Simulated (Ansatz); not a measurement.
# BClFH: what the fields show

Input file:

```
crystal:
  periodic: [false, false, false]
  atoms:
    - { symbol: B, position_ang: [0.0, 0.0, 0.0] }
    - { symbol: Cl, position_ang: [0.0, 0.0, 1.86] }
    - { symbol: H, position_ang: [1.0305, 0.0, -0.595] }
    - { symbol: F, position_ang: [-1.1431, 0.0, -0.66] }
basis:
  gaussian: { orbitals: "6-31G*" }
hamiltonian:
  xc: hf
relax:
  f_tol: 0.02
  max_steps: 40
output:
  orbitals: {}
```

Launched as:

```sh
ansatz run input.yaml --threads 1 --pin off --max-ram 2048MiB --backend cpu --events-out ev --progress --plain --runs-dir out
```

The fields are those of the run's last geometry, not of the input's.

The calculation used RHF/6-31G* in Ansatz.

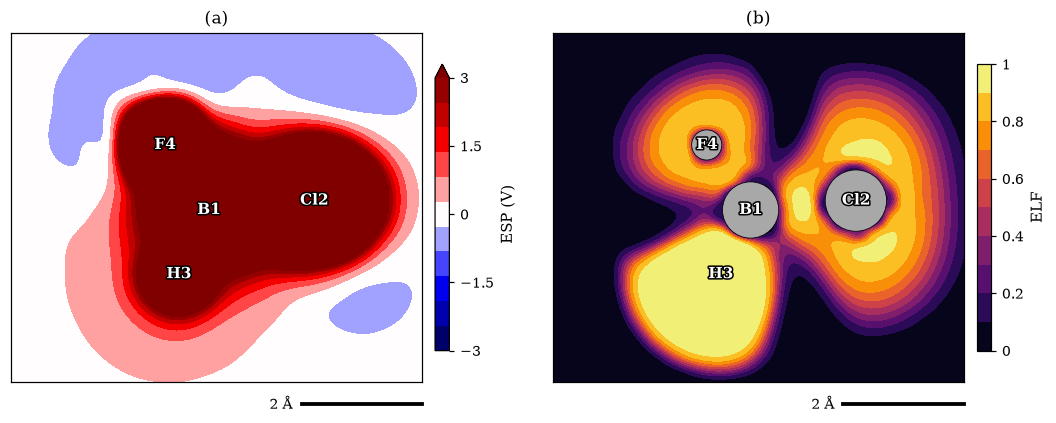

Figure 1. (a) electrostatic potential; (b) ELF on the molecular plane. Grey discs cover the atomic cores in the ELF map.

Q: What do the fields say about this system?

A:
- The section cuts through B, Cl, H and F sites.
- B–F (1.30 Å): the ELF peaks at about 0.85 between the atoms; a polar covalent bond.
- B–Cl (1.75 Å): the ELF peaks at about 0.95 between the atoms; a shared but strongly polarised pair.
- B–H (1.18 Å): the ELF climbs to about 1 towards the hydrogen, as it does in any bond to H; an ordinary covalent bond to hydrogen.
- The ELF also peaks beside Cl2 and F4, away from the bonds: lone-pair regions.
- Outside the dense part of the molecule the potential is most negative (−0.6 V) near F4.

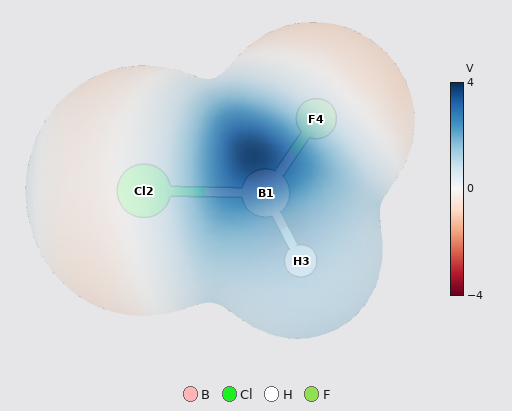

Figure 2. The electrostatic potential painted on the density surface at 0.004 e/bohr³, seen at a tilt; red is negative and blue positive.

Q: Describe the electrostatic potential map.

A: The most negative region (about −0.6 V) lies over F4, the most positive (about +3.8 V) over B1. Cl2 shows a σ-hole: about +0.4 V at the tip opposite its bond, against about −0.2 V on its flanks.

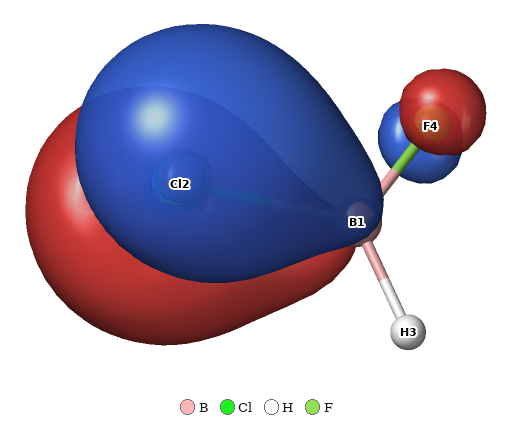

Figure 3. The HOMO−1 at ±0.1 Å⁻³ᐟ² (red and blue are the two phases), seen at a tilt.

Q: What is the character of this orbital?

A: Its weight (Hirshfeld) is mainly on Cl2 (about 90 %); it changes sign across the molecular plane (π type). Its energy is −13.31 eV.
